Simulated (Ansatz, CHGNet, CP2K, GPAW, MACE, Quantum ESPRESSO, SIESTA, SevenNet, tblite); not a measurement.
# Random rock-salt alloy of NbC and TiC (64 atoms) in GPAW

Wanted: GPAW inputs and outputs for random rock-salt alloy of NbC and TiC (64 atoms), checked against a plane-wave reference.

Program: GPAW 26.7.0. Level of theory: the method is named at each step. Results are calculated unless marked as measured.

### 1. Set-up

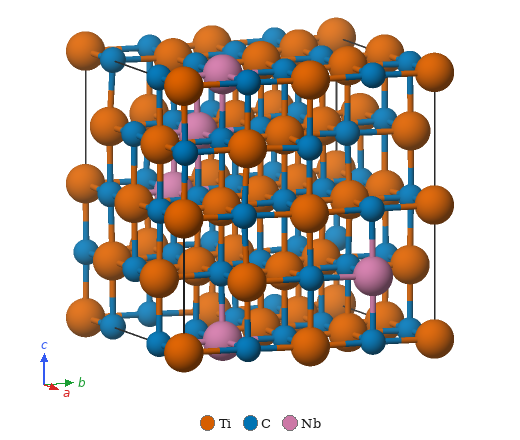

The starting structure, seen slightly off an axis (titanium orange, carbon blue, niobium pink). Some periodic images of atoms are drawn too.

The cell holds 64 atoms: 28 Ti, 32 C and 4 Nb. Cell: a = 8.692 Å, b = 8.692 Å, c = 8.692 Å, α = 90.0°, β = 90.0°, γ = 90.0°. It derives from NbC (rock-salt), repeated 2×2×2. Rock-salt NbC, 2 x 2 x 2 conventional cells, 28 of 32 Nb sites given to Ti at random (x = 0.875), lattice by Vegard's rule (a = 4.346 Å); not relaxed, displaced by a Gaussian of 0.02 Å. Then every atom was moved at random, 0.02 Å r.m.s. a Cartesian component.

The yardstick, on the same geometry:

```
method                 : Kohn-Sham DFT, PBE, SSSP efficiency 1.3.0 pseudopotentials, plane waves (Quantum ESPRESSO 7.5); sssp-pbe-1.3.0-efficiency, cutoffs 45/360 Ry, Γ point
r.m.s. force component : 0.5088 eV/Å
longest force          : 1.728 eV/Å
pressure               : 1.386 GPa
time                   : 3 min on 2 MPI ranks of Arm Neoverse V2, shared host
CPU time               : 6 min
```

### 2. PBE, LCAO dzp, h 0.28 Å

Method: Kohn-Sham DFT, PBE, PAW, atomic orbitals (dzp).

Contents of run.py:

```python
import numpy as np
from ase.io import read
from gpaw import GPAW, FermiDirac

atoms = read("structure.xyz")
atoms.calc = GPAW(
    mode="lcao",
    basis="dzp",
    h=0.28,
    xc="PBE",
    kpts={"size": (1, 1, 1), "gamma": True},
    occupations=FermiDirac(0.05),
    maxiter=200,
    symmetry={"point_group": False},
    txt="gpaw.txt",
)
energy = atoms.get_potential_energy(force_consistent=True)
forces = atoms.get_forces()
print(f"energy {energy:.6f} eV")
print("forces (eV/A)")
for i, (a, f) in enumerate(zip(atoms, forces)):
    print(f"{i:4d} {a.symbol:2s} {f[0]:10.5f} {f[1]:10.5f} {f[2]:10.5f}")
print(f"Fermi level {atoms.calc.get_fermi_level():.4f} eV")
for k in range(len(atoms.calc.get_ibz_k_points())):
    for s in range(atoms.calc.get_number_of_spins()):
        e = atoms.calc.get_eigenvalues(kpt=k, spin=s)
        n = np.searchsorted(e, atoms.calc.get_fermi_level())
        print(f"k {k} spin {s} levels about the Fermi level:", np.round(e[max(n - 6, 0):n], 4).tolist(), "|", np.round(e[n:n + 6], 4).tolist())
```

Contents of structure.xyz:

```xyz
64
Lattice="8.69160 0.00000 0.00000 0.00000 8.69160 0.00000 0.00000 0.00000 8.69160" Properties=species:S:1:pos:R:3 pbc="T T T"
Ti 8.66987 0.00217 8.68413
C 2.20402 0.07849 8.67891
Ti 8.67648 2.19202 2.17881
C 2.19889 2.19098 2.20019
Ti 2.20002 0.06519 2.13170
C 0.05502 8.68856 2.13952
Ti 2.12284 2.19932 8.63267
C 0.00869 2.21757 8.68969
Ti 0.00904 8.67795 4.36518
C 2.17942 0.00017 4.30547
Ti 8.66848 2.20593 6.53469
C 2.17785 2.20827 6.52991
Ti 2.18811 8.65527 6.51896
C 8.64953 0.06128 6.49932
Nb 2.18837 2.19333 4.28557
C 8.69056 2.08451 4.34615
Ti 8.69030 4.37900 8.65944
C 2.19063 4.33276 8.67265
Nb 8.64049 6.57259 2.14648
C 2.19289 6.49349 2.21949
Ti 2.18681 4.30990 2.14361
C 0.01434 4.39752 2.19698
Ti 2.19028 6.52913 0.01556
C 0.00965 6.54408 0.01226
Ti 0.03876 4.32581 4.31894
C 2.13135 4.34441 4.31347
Ti 0.04728 6.54391 6.45777
C 2.19072 6.49914 6.56746
Ti 2.14091 4.35345 6.51635
C 0.03303 4.34450 6.45699
Ti 2.14709 6.52000 4.33155
C 8.66422 6.52357 4.34085
Ti 4.38117 8.64779 0.02651
C 6.56894 8.66248 0.00087
Ti 4.39977 2.12657 2.13709
C 6.50740 2.14474 2.17777
Ti 6.50558 8.69082 2.13109
C 4.31973 0.02573 2.14204
Nb 6.55573 2.18029 8.68030
C 4.32059 2.12449 8.68586
Ti 4.31747 8.67552 4.29287
C 6.51244 0.02938 4.33050
Nb 4.35301 2.18177 6.51574
C 6.47594 2.19046 6.51913
Ti 6.55660 0.00947 6.50097
C 4.33407 8.67083 6.55268
Ti 6.53869 2.14422 4.36909
C 4.28722 2.22635 4.32564
Ti 4.34919 4.37683 0.02929
C 6.51070 4.35223 8.66101
Ti 4.34050 6.45760 2.17203
C 6.52026 6.54060 2.18828
Ti 6.51948 4.33563 2.16264
C 4.39934 4.32251 2.15378
Ti 6.52896 6.52974 0.03798
C 4.32520 6.48680 8.68882
[... 4 atom lines left out ...]
Ti 6.53269 4.33163 6.59032
C 4.35310 4.36901 6.49584
Ti 6.49984 6.60170 4.36336
C 4.40734 6.52696 4.38335
```

Started as:

```console
$ OMP_NUM_THREADS=1 python run.py > output.txt
```

The log of the run:

```text
energy -541.511051 eV
forces (eV/A)
   0 Ti    0.84114    0.37443   -0.32423
   1 C    -0.12583   -0.89594   -0.01521
   2 Ti   -0.16093   -0.11984   -0.10399
   3 C    -0.32287   -0.05270   -1.46475
   4 Ti   -0.29967   -0.99269   -0.17888
   5 C    -0.70700    1.18433    0.42520
   6 Ti    0.77451   -0.30587    0.76260
   7 C     0.17038   -0.65593    0.07894
   8 Ti    0.03212    0.24911   -0.59320
   9 C    -0.02774   -0.25768    0.62307
  10 Ti    0.67747   -0.08459   -0.62201
  11 C    -0.86824   -0.44746   -0.00308
  12 Ti   -0.08995    0.59041    0.01201
  13 C     0.68865   -0.93699    0.26392
  14 Nb   -0.83407   -0.70036    1.06710
  15 C    -0.54200    1.27118   -0.07521
  16 Ti    0.34204    0.39631    0.66211
  17 C    -0.34317    0.43324    0.09308
  18 Nb    0.95545   -0.80462    0.68556
  19 C     0.28931    0.39107   -0.31128
  20 Ti   -0.30759    0.55187   -0.10997
  21 C     0.32343   -1.34689   -0.84994
  22 Ti   -0.48820   -0.06947   -0.45971
  23 C     0.19924   -0.39171   -0.98504
[...]
56 Ti    0.34090    0.58298   -0.35129
  57 C    -0.33187   -0.08674   -0.96424
  58 Ti    0.02524    0.01741    0.38963
  59 C     0.04595    0.34553   -0.19608
  60 Ti    0.13881    0.83512   -1.32169
  61 C    -0.13857    0.05844    0.27351
  62 Ti    0.37012   -1.06898    0.12937
  63 C    -1.07582    0.07155   -0.60475
Fermi level 10.3499 eV
k 0 spin 0 levels about the Fermi level: [10.076, 10.094, 10.1052, 10.156, 10.1738, 10.3329] | [10.364, 10.3734, 10.3892, 10.4009, 10.4611, 11.1288]
```

gpaw.txt:

```text
Input parameters:
  mode=LCAO(),
  basis={'default': 'dzp'},
  h=0.28,
  kpts=MonkhorstPack(size=(1, 1, 1), gamma=True),
  maxiter=200,
  occupations=Occupations(name='fermi-dirac', width=0.05, fixmagmom=False),
  symmetry=Symmetry(point_group=False),
  xc=XC(name='PBE')
Unit cell  # Å
| periodic |        x |        y |        z |  lengths |    angles |
|----------|----------|----------|----------|----------|-----------|
|      yes | 8.691600 | 0.000000 | 0.000000 | 8.691600 | 90.000000 |
|      yes | 0.000000 | 8.691600 | 0.000000 | 8.691600 | 90.000000 |
|      yes | 0.000000 | 0.000000 | 8.691600 | 8.691600 | 90.000000 |
Number of symmetries: 1
Symmetry operations  # r_c * U_cc + t_c -> r_c
|   | kind |            matrix            |
|---|------|------------------------------|
| 0 |  E   |  1, 0, 0,  0, 1, 0,  0, 0, 1 |
BZ-sampling:
  Number of BZ points: 1
  Number of IBZ points: 1
  Monkhorst-Pack size: [1, 1, 1]
  Monkhorst-Pack shift: [0, 0, 0]
[... lines left out ...]
  Fermi-Dirac:
[... lines left out ...]
xc functional:
  name: PBE with 2 nearest neighbor stencil
interpolation: tri-quintic # 5. degree polynomial
Initialization done in: 13.451 s
convergence criteria:
- Maximum [total energy] change in last 3 cyles: 0.0005 eV / valence electron
- Maximum integral of absolute [dens]ity change: 0.0001 electrons / valence electron
- Maximum integral of absolute [eigenst]ate change: 4e-08 eV^2 / valence electron
maximum number of iterations: 200
SCF iterations
|iter     |      energy | eigst |  dens |
|---------|-------------|-------|-------|
|iter:   1| -610.983413 |      c|       |
|iter:   2| -585.383221 |      c| -0.81 |
|iter:   3| -541.532492 |      c| -0.91 |
|iter:   4| -549.092406 |      c| -1.65 |
[...]
|iter:   8| -541.379590 |      c| -1.86 |
|iter:   9| -541.330329 |      c| -2.35 |
|iter:  10| -541.335379c|      c| -2.63 |
|iter:  11| -541.317159c|      c| -2.65 |
|iter:  12| -541.320934c|      c| -2.98 |
|iter:  13| -541.315410c|      c| -2.95 |
|iter:  14| -541.314059c|      c| -3.23 |
|iter:  15| -541.313987c|      c| -3.73 |
|iter:  16| -541.313906c|      c| -3.81 |
|iter:  17| -541.313917c|      c| -4.20c|
Converged in 17 steps
SCF loop duration: 306.783 s (18.046 s/step)
Energy contributions relative to reference atoms: (reference = -1098781.090738)
Energy contributions:
  Kinetic:         473.732417
  Coulomb:        -529.197343
  Zero:             23.432060
  External:          0.000000
  Xc:             -509.083917
  Entropy:          -0.394269
  Spinorbit:         0.000000
  ----------------------------
  Free energy:    -541.511051
  Extrapolated:   -541.313917
dipole moment: (25.823624, 23.584360, 71.681465)  # |e|*Ang
Fermi level: 10.350
Eigenvalues  # (at kpt = [0.000, 0.000, 0.000])
| band index |      eig [eV] | occ [0-2] |
|------------|---------------|-----------|
|          0 |       -46.025 |     2.000 |
|        ... |               |           |
|        249 |        10.024 |     1.997 |
|        250 |        10.072 |     1.992 |
[...]
|        264 |        11.160 |     0.000 |
|        ... |               |           |
|        313 |        13.690 |     0.000 |
Gap: 0.031 eV
Transition (v -> c):
  (s=0, k=0, n=256, [0.00, 0.00, 0.00]) -> (s=0, k=0, n=257, [0.00, 0.00, 0.00])
No difference between direct/indirect transitions
Force computation time: 50.142  # s
timing:  # [seconds]
  Total:  370.411  # ━━━━━━━━━━━━━━━━━━━━━━━━━━━━━━━━━━━━━━━━━━━━━━━━━━━━━━━━
  Init:    13.450  # ━━
  SCF:    306.783  # ━━━━━━━━━━━━━━━━━━━━━━━━━━━━━━━━━━━━━━━━━━━━━━╸
  Forces:  50.142  # ━━━━━━━╸
```

It took 6.2 min on 1 thread of Arm Neoverse V2, shared host; peak memory 0.86 GiB.

Banners, paths, timers and routine set-up lines are dropped from the logs unmarked, and long logs keep their key lines alone; longer cuts are marked.

Numbers from this run, and their distance from the reference:

* r.m.s. force component: 0.5496 eV/Å
* r.m.s. difference of force components: 48.4 meV/Å
* longest difference of force vectors: 188.2 meV/Å
* force difference over r.m.s. force: 9.513 %
* slope of forces against the reference's: 1.079
* correlation of force components: 0.9988

This is a coarse setting, run to see what it loses.

Length of the force difference by element (eV/Å):

```
element  atoms   mean   most
      C     32  0.095   0.19
     Nb      4  0.065  0.077
     Ti     28  0.046   0.10
```

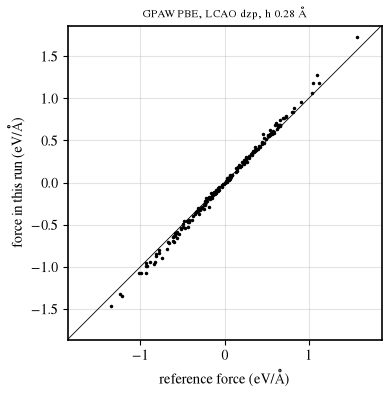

Force components against those of the reference; the line marks equality.

Local excerpt of 9 atoms (numbers count through the whole input) about Nb19, one of the 4 Nb atoms; x, y, z are measured from there.

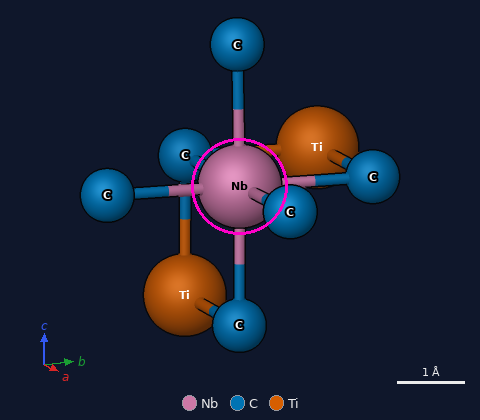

The atoms of the table, within 3.0 Å (arrows a, b, c point along x, y, z); some may hide others; the central atom is ringed.

```
atom      x      y      z  distance (Å)  bonds     Fx     Fy  Fz (eV/Å)
Nb19   0.00   0.00   0.00          0.00      6   0.96  -0.80       0.69
  C6   0.11   2.12  -0.01          2.12      6  -0.71   1.18       0.43
 C52  -2.12  -0.03   0.04          2.12      6  -0.71  -0.46       0.05
 C24   0.06  -0.03  -2.13          2.14      6   0.20  -0.39      -0.99
 C22   0.07  -2.18   0.05          2.18      6   0.32  -1.35      -0.85
 C32   0.02  -0.05   2.19          2.20      6   0.42  -0.21       0.36
 C20   2.24  -0.08   0.07          2.25      6   0.29   0.39      -0.31
Ti55  -2.11  -0.04  -2.11          2.98      6  -0.44  -0.10      -0.96
Ti37  -2.13   2.12  -0.02          3.01      6   0.09   0.46       0.69
```

Atoms are counted from 1 here, from 0 in the log.

Forces lie 9.5 % from the reference's, at 1.0 times its CPU time (on 1 against 2 cores).

Further runs of this program without a result: GPAW PBE, LCAO dzp, h 0.2 Å (cut off at its time limit); GPAW LDA, LCAO dzp, h 0.2 Å (cut off at its time limit); GPAW PBE, LCAO szp(dzp), h 0.2 Å (cut off at its time limit).

### 3. Summary of results

* force difference from the reference: GPAW PBE, LCAO dzp, h 0.28 Å (coarse), 9.5 %
* its CPU time: 6.2 min

**Reading.** Runs with settings chosen to be coarse differ by 9.5 % (GPAW PBE, LCAO dzp, h 0.28 Å), their programs' other errors included. The host structure and its lattice constant were typed by rule, without a check against the phase diagram. The electronic-structure runs sample only Γ, in a cell whose shortest periodic width is 9 Å, which is coarse for a cell with partly filled levels.

[Also dropped from logs without a mark: logging warnings of Python, and SIESTA's first energy breakdown and zero terms.]

[Logs are printed without paths, hosts, clocks, repeated set-up lines and the standing remarks that a program may print on its own settings, such as how far it seeks lower states.]

[Hosts, paths, dates, database ids (printed as entryN), source tags and the programs' standing remarks are cut or masked in the printed files.]
